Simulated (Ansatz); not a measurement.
The parent structure is CdS in the zinc blende structure (space group F-43m, No. 216; a = 5.878 Å).

Now apply this change: the cell is scaled by 0.9950 in all directions, atoms relaxed at fixed cell.

Calculations: r2SCAN in Ansatz (plane waves to 500 eV, PAW, no spin-orbit coupling).

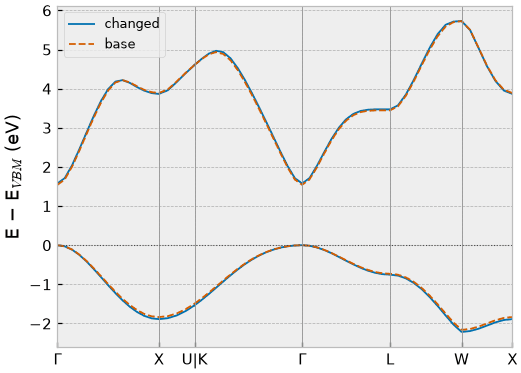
Figure: Highest valence and lowest conduction band along the path, each from its own valence-band maximum

### Question
Read the changed gap and its character from the plot.

### Answer
About 1.6 eV, direct at Γ.

The cells carry an imposed strain or load. No phonon test of stability was made.

Ansatz is a quantum-chemistry and plane-wave program.
